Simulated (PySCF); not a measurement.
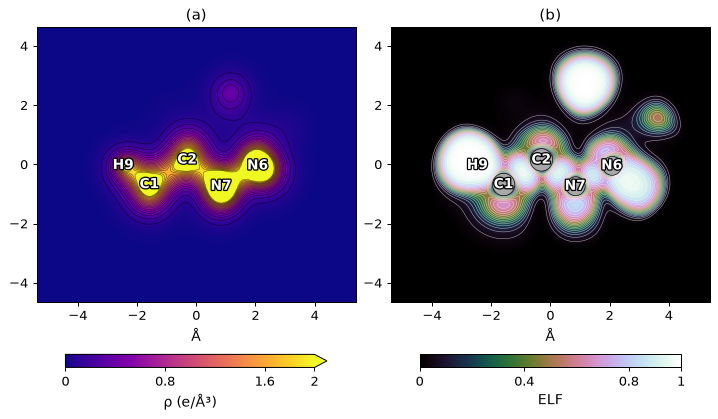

Figure. C$_{5}$H$_{12}$N$_{2}$ (SMILES C[C@H]1CCCNN1). (a) total electron density; (b) ELF on the plane of atoms C1, C2 and N7. Grey discs cover the atomic cores in the ELF map.

Geometry: GFN2-xTB.

The calculation used PySCF, PBE0/pcSseg-1, SCF density, gas phase, non-relativistic.

```yaml
atoms:
  - { symbol: C, position_ang: [2.3184, -0.1677, 0.1536] }
  - { symbol: C, position_ang: [0.8818, 0.2187, -0.1698] }
  - { symbol: C, position_ang: [0.0311, -1.0086, -0.5178] }
  - { symbol: C, position_ang: [-1.4255, -0.5997, -0.7360] }
  - { symbol: C, position_ang: [-1.9038, 0.2041, 0.4780] }
  - { symbol: N, position_ang: [-1.0328, 1.3332, 0.7524] }
  - { symbol: N, position_ang: [0.2731, 0.8442, 0.9989] }
  - { symbol: H, position_ang: [2.3352, -0.8229, 1.0205] }
  - { symbol: H, position_ang: [2.7702, -0.6831, -0.6901] }
  - { symbol: H, position_ang: [2.9107, 0.7171, 0.3774] }
  - { symbol: H, position_ang: [0.8773, 0.9083, -1.0411] }
  - { symbol: H, position_ang: [0.4299, -1.4954, -1.4098] }
  - { symbol: H, position_ang: [0.0859, -1.7097, 0.3165] }
  - { symbol: H, position_ang: [-1.5028, 0.0218, -1.6338] }
  - { symbol: H, position_ang: [-2.0518, -1.4811, -0.8800] }
  - { symbol: H, position_ang: [-2.9152, 0.5869, 0.3263] }
  - { symbol: H, position_ang: [-1.8907, -0.4260, 1.3699] }
  - { symbol: H, position_ang: [-1.0418, 1.9567, -0.0676] }
  - { symbol: H, position_ang: [0.8409, 1.6126, 1.3449] }
```

Q: What does the map show?

A:
- The plane passes through C, N and H nuclei.
- N–N (1.42 Å): the density is about 2.2 e/Å³ at the midpoint; the ELF peaks at about 0.90 between the atoms: a covalent bond.
- C–N (1.46 Å): ρ is about 1.9 e/Å³ halfway; the ELF peaks at about 0.95 between the atoms, as expected for a covalent bond.
- C–C (1.52 Å): ρ at the midpoint is about 1.7 e/Å³; the ELF peaks at about 0.95 between the atoms: a shared electron pair.
- C–H (1.09 Å): the density is about 2 e/Å³ at the midpoint; the ELF climbs to about 1 towards the hydrogen, as it does in any bond to H (an ordinary covalent bond to hydrogen).
- The ELF also peaks beside N6, away from the bonds: lone-pair regions.
